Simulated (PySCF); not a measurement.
# CH3NSiTe (SMILES C1=N[SiH2][Te]1): levels of theory compared

Wanted: a comparison of 3 runs (PBE/STO-3G, PBE0/def2-SVP, CAM-B3LYP/def2-SVPD) of CH3NSiTe. Input form: a Python script.

The results are computed with PySCF 2.14.0.

**1. The system as given**

CH3NSiTe: 7 atoms, total charge 0, spin state singlet. As SMILES, `C1=N[SiH2][Te]1`. Geometry: relaxed at PBE0-D4/def2-TZVP.

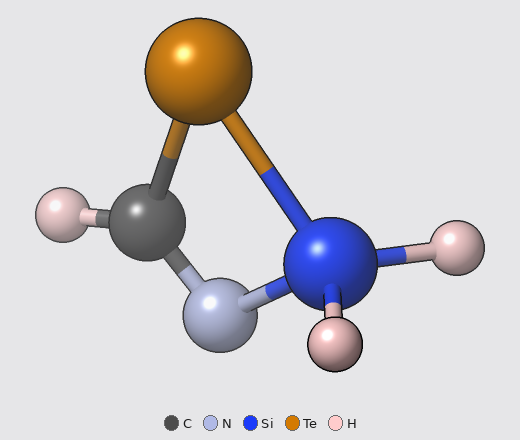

Viewed from a chosen angle; carbon dark grey, nitrogen light blue, silicon blue, tellurium orange, hydrogen pink.

**2. Energy and forces at PBE/STO-3G (run 1)**

File input.xyz:

```xyz
7

C     -0.779100    -0.346300    -1.013500
N      0.482800    -0.263000    -0.986000
Si     0.714500     0.232700     0.690100
Te    -1.787200     0.130400     0.854000
H     -1.364200    -0.633900    -1.892600
H      1.327200     1.576400     0.814500
H      1.467100    -0.764300     1.487600
```

File calc.py:

```python
# C1=N[SiH2][Te]1
from pyscf import gto, dft

mol = gto.M(
    atom='input.xyz',
    verbose=4,
    spin=0,
    basis='sto-3g',
    charge=0,
    max_memory=1860,
)

myscf = dft.RKS(mol, xc='pbe')
myscf.grids.level = 5
myscf.conv_tol = 1e-10
myscf.kernel()
if not myscf.converged:
    myscf = myscf.newton().run(myscf.mo_coeff, myscf.mo_occ)

energy = myscf.e_tot
print(f'total energy: {energy:.8f} hartree')
grad = myscf.nuc_grad_method().kernel()
dip = myscf.dip_moment()
pop, q = myscf.mulliken_pop()
```

Command:

```console
$ OMP_NUM_THREADS=1 python calc.py
```

The log of the run:

```text
PySCF version 2.14.0

[... 82 lines left out ...]
converged SCF energy = -6927.94058908609
total energy: -6927.94058909 hartree
[... 14 lines left out ...]
Dipole moment(X, Y, Z, Debye):  1.23964,  0.31644,  0.84344
[... 18 lines left out ...]
pop of  2 Si 3py          0.83186
pop of  2 Si 3pz          0.66224
pop of  3 Te 1s           2.00000
pop of  3 Te 2s           1.99992
pop of  3 Te 3s           1.99957
pop of  3 Te 4s           2.00063
pop of  3 Te 5s           1.91139
pop of  3 Te 2px          2.00006
pop of  3 Te 2py          2.00001
pop of  3 Te 2pz          2.00006
pop of  3 Te 3px          1.99862
pop of  3 Te 3py          1.99972
pop of  3 Te 3pz          1.99861
pop of  3 Te 4px          1.99522
pop of  3 Te 4py          1.99899
pop of  3 Te 4pz          1.99502
pop of  3 Te 5px          1.23715
pop of  3 Te 5py          1.83127
pop of  3 Te 5pz          1.12688
pop of  3 Te 3dxy         1.99998
pop of  3 Te 3dyz         1.99997
pop of  3 Te 3dz^2        1.99990
pop of  3 Te 3dxz         1.99991
pop of  3 Te 3dx2-y2      1.99990
pop of  3 Te 4dxy         1.99962
pop of  3 Te 4dyz         1.99936
pop of  3 Te 4dz^2        1.99746
pop of  3 Te 4dxz         1.99786
pop of  3 Te 4dx2-y2      1.99762
pop of  4 H 1s            0.90223
pop of  5 H 1s            1.07965
pop of  6 H 1s            1.07965
 ** Mulliken atomic charges  **
charge of    0C =     -0.08526
charge of    1N =     -0.36043
charge of    2Si =      0.59194
charge of    3Te =     -0.08471
charge of    4H =      0.09777
charge of    5H =     -0.07965
charge of    6H =     -0.07965
```

Run time: 25 s. Hardware: 1 thread of Intel Xeon at 2.70GHz, shared host; peak memory 0.51 GiB.

**3. Energy and gradient at PBE0/def2-SVP (core potential) (run 2)**

File mol.xyz:

```xyz
7

C     -0.779100    -0.346300    -1.013500
N      0.482800    -0.263000    -0.986000
Si     0.714500     0.232700     0.690100
Te    -1.787200     0.130400     0.854000
H     -1.364200    -0.633900    -1.892600
H      1.327200     1.576400     0.814500
H      1.467100    -0.764300     1.487600
```

File run.py:

```python
from pyscf import gto, dft

mol = gto.M(
    atom='mol.xyz',
    spin=0,
    max_memory=1860,
    basis='def2-svp',
    ecp={'Te': 'def2-svp'},
    verbose=3,
)

mf = dft.RKS(mol, xc='pbe0')
mf.grids.level = 5
mf.conv_tol = 1e-10
mf.kernel()
if not mf.converged:
    mf = mf.newton().run(mf.mo_coeff, mf.mo_occ)

e_tot = mf.e_tot
print('Final energy', e_tot)
grad = mf.nuc_grad_method().kernel()
dip = mf.dip_moment()
pop, q = mf.mulliken_pop()
```

Command:

```console
$ OMP_NUM_THREADS=1 python run.py
```

The log of the run:

```text
converged SCF energy = -651.770554051913
Final energy -651.7705540519128
--------------- RKS gradients ---------------
         x                y                z
0 C    -0.0006644623    -0.0000768954    -0.0001029921
1 N    -0.0036758146     0.0013265889     0.0053495623
2 Si    -0.0027435828    -0.0015643140    -0.0048569088
3 Te     0.0053017771    -0.0008885862    -0.0041991592
4 H     0.0041386895     0.0018783415     0.0056647775
5 H    -0.0010601219    -0.0023684194    -0.0003441608
6 H    -0.0013010277     0.0016945898    -0.0015080181
----------------------------------------------
Dipole moment(X, Y, Z, Debye): -0.19457,  0.20277,  0.74593
 ** Mulliken pop  **
pop of  0 C 1s            1.98697
pop of  0 C 2s            0.94493
pop of  0 C 3s            0.30724
pop of  0 C 2px           0.75263
pop of  0 C 2py           0.52870
pop of  0 C 2pz           0.65495
pop of  0 C 3px           0.15942
pop of  0 C 3py           0.34759
pop of  0 C 3pz           0.30199
pop of  0 C 3dxy          0.01387
pop of  0 C 3dyz          0.00219
pop of  0 C 3dz^2         0.00701
pop of  0 C 3dxz          0.02653
pop of  0 C 3dx2-y2       0.00850
pop of  1 N 1s            1.98827
pop of  1 N 2s            1.04279
pop of  1 N 3s            0.61440
pop of  1 N 2px           0.82466
pop of  1 N 2py           0.65875
pop of  1 N 2pz           0.84310
pop of  1 N 3px           0.33674
pop of  1 N 3py           0.47638
pop of  1 N 3pz           0.49862
pop of  1 N 3dxy          0.00667
pop of  1 N 3dyz          0.00156
pop of  1 N 3dz^2         0.00552
pop of  1 N 3dxz          0.00578
pop of  1 N 3dx2-y2       0.00613
pop of  2 Si 1s           1.99933
pop of  2 Si 2s           1.98320
pop of  2 Si 3s           1.06910
pop of  2 Si 4s           0.17581
pop of  2 Si 2px          1.97496
pop of  2 Si 2py          1.97681
pop of  2 Si 2pz          1.97531
pop of  2 Si 3px          0.39410
pop of  2 Si 3py          0.46395
pop of  2 Si 3pz          0.40584
pop of  2 Si 4px          0.28180
pop of  2 Si 4py          0.37431
pop of  2 Si 4pz          0.18557
pop of  2 Si 3dxy         0.05348
pop of  2 Si 3dyz         0.05421
pop of  2 Si 3dz^2        0.07015
pop of  2 Si 3dxz         0.05229
pop of  2 Si 3dx2-y2      0.03378
pop of  3 Te 4s           1.76756
pop of  3 Te 5s           0.27485
pop of  3 Te 6s           1.30220
pop of  3 Te 7s           0.59088
pop of  3 Te 4px          0.96193
pop of  3 Te 4py          0.95178
pop of  3 Te 4pz          0.96715
pop of  3 Te 5px          1.04908
pop of  3 Te 5py          1.06278
pop of  3 Te 5pz          1.04256
pop of  3 Te 6px          0.71686
pop of  3 Te 6py          0.86333
pop of  3 Te 6pz          0.62186
pop of  3 Te 7px          0.54399
pop of  3 Te 7py          0.90569
pop of  3 Te 7pz          0.41372
pop of  3 Te 4dxy         1.96219
pop of  3 Te 4dyz         1.96284
pop of  3 Te 4dz^2        1.96201
pop of  3 Te 4dxz         1.96144
pop of  3 Te 4dx2-y2      1.96177
pop of  3 Te 5dxy         0.04663
pop of  3 Te 5dyz         0.04592
pop of  3 Te 5dz^2        0.06358
pop of  3 Te 5dxz         0.06138
pop of  3 Te 5dx2-y2      0.05883
pop of  4 H 1s            0.73660
pop of  4 H 2s            0.15435
pop of  4 H 2px           0.00610
pop of  4 H 2py           0.00402
pop of  4 H 2pz           0.01206
pop of  5 H 1s            0.72958
pop of  5 H 2s            0.30407
pop of  5 H 2px           0.00240
pop of  5 H 2py           0.00729
pop of  5 H 2pz           0.00076
pop of  6 H 1s            0.72957
pop of  6 H 2s            0.30407
pop of  6 H 2px           0.00307
pop of  6 H 2py           0.00439
pop of  6 H 2pz           0.00299
 ** Mulliken atomic charges  **
charge of    0C =     -0.04253
charge of    1N =     -0.30937
charge of    2Si =      0.47601
charge of    3Te =     -0.12280
charge of    4H =      0.08687
charge of    5H =     -0.04409
charge of    6H =     -0.04409
```

It took 38 s on 1 thread of Intel Xeon at 2.70GHz, shared host; peak memory 0.85 GiB.

**4. Energy and gradient at CAM-B3LYP/def2-SVPD (core potential) (run 3)**

mol.xyz is that of step 3.

File calc.py:

```python
from pyscf import gto, dft

mol = gto.M(
    atom='mol.xyz',
    verbose=4,
    ecp={'Te': 'def2-svp'},
    spin=0,
    basis='def2-svpd',
    max_memory=1860,
)

calc0 = dft.RKS(mol, xc='cam-b3lyp')
calc0.grids.level = 5
calc0.conv_tol = 1e-10
calc0.kernel()
if not calc0.converged:
    calc0 = calc0.newton().run(calc0.mo_coeff, calc0.mo_occ)

etot = calc0.e_tot
print('E(%s) = %.9f' % ('CAM-B3LYP', etot))
grad = calc0.nuc_grad_method().kernel()
calc0.analyze()
```

Command:

```console
$ OMP_NUM_THREADS=1 python calc.py
```

The log of the run:

```text
PySCF version 2.14.0

[... 111 lines left out ...]
MO #2   energy= -14.4045997914045  occ= 2
[... 10 lines left out ...]
MO #13  energy= -1.67232042874993  occ= 2
[... 10 lines left out ...]
MO #24  energy= -0.405170194273947 occ= 2
[... 10 lines left out ...]
MO #35  energy= 0.07625824725954   occ= 0
[... 10 lines left out ...]
MO #46  energy= 0.216220216910177  occ= 0
[... 10 lines left out ...]
MO #57  energy= 0.347064723160874  occ= 0
[... 10 lines left out ...]
MO #68  energy= 0.509841956004796  occ= 0
[... 10 lines left out ...]
MO #79  energy= 0.699110193459176  occ= 0
[... 10 lines left out ...]
MO #90  energy= 0.997163312254388  occ= 0
[... 10 lines left out ...]
MO #101 energy= 1.62037083441314   occ= 0
[... 10 lines left out ...]
MO #112 energy= 2.31300354205803   occ= 0
[... 10 lines left out ...]
MO #123 energy= 52.8421007006715   occ= 0
[... 94 lines left out ...]
pop of  3 Te 5dxz         0.07028
pop of  3 Te 5dx2-y2      0.00214
pop of  3 Te 6dxy         0.14739
pop of  3 Te 6dyz         0.14062
pop of  3 Te 6dz^2        0.14770
pop of  3 Te 6dxz         0.14597
pop of  3 Te 6dx2-y2      0.02020
pop of  4 H 1s            0.86009
pop of  4 H 2s            0.01447
pop of  4 H 2px           0.00255
pop of  4 H 2py           0.00116
pop of  4 H 2pz           0.00236
pop of  4 H 3px           0.00305
pop of  4 H 3py           0.00442
pop of  4 H 3pz           0.00847
pop of  5 H 1s            1.08582
pop of  5 H 2s            0.00547
pop of  5 H 2px           0.00411
pop of  5 H 2py           0.00450
pop of  5 H 2pz           0.00121
pop of  5 H 3px           0.00294
pop of  5 H 3py           0.00130
pop of  5 H 3pz           0.00132
pop of  6 H 1s            1.08636
pop of  6 H 2s            0.00563
pop of  6 H 2px           0.00432
pop of  6 H 2py           0.00287
pop of  6 H 2pz           0.00266
pop of  6 H 3px           0.00280
pop of  6 H 3py           0.00120
pop of  6 H 3pz           0.00162
 ** Mulliken atomic charges  **
charge of    0C =     -0.82255
charge of    1N =     -0.55272
charge of    2Si =     -0.18089
charge of    3Te =      1.66687
charge of    4H =      0.10343
charge of    5H =     -0.10668
charge of    6H =     -0.10746
Dipole moment(X, Y, Z, Debye): -0.35934,  0.20810,  0.79871
```

It took 2 min on 1 thread of Intel Xeon at 2.70GHz, shared host; peak memory 1.3 GiB.

**5. All runs side by side**

```csv
run,level,core potential,energy (Eh),dipole moment (D),HOMO energy (eV),LUMO energy (eV),wall time
1,PBE/STO-3G,–,-6927.940589,1.53,-2.99,0.69,25 s
2,PBE0/def2-SVP (core potential),def2-svp,-651.770554,0.80,-6.46,-1.51,38 s
3,CAM-B3LYP/def2-SVPD (core potential),def2-svp,-651.948840,0.90,-7.71,-0.73,2 min
```

**6. Outcome**

| quantity | value |
| --- | --- |
| run 3: total energy | -651.94884 Eh |
| run 3: dipole moment | 0.90 D |
| run 3: HOMO energy | -7.71 eV |
| run 3: LUMO energy | -0.73 eV |
| run 3: HOMO–LUMO gap | 6.98 eV |
| run 3: largest force on an atom | 0.624 eV/Å |

What this shows: The dipole moment (its size) runs from 0.80 D (PBE0/def2-SVP) to 1.53 D (PBE/STO-3G). The two ends differ in method and basis and core potential. The HOMO–LUMO gap runs from 3.68 eV (PBE/STO-3G) to 6.98 eV (CAM-B3LYP/def2-SVPD). Totals of different functionals can't be ranked against each other. Some runs of one species differ in core potentials or relativity; totals across that change don't compare. In run 1 the basis is minimal, so the values are rough. In run 1 relativity is left out where basis or elements ask for it. All runs together took 3.1 min, the longest 2 min.
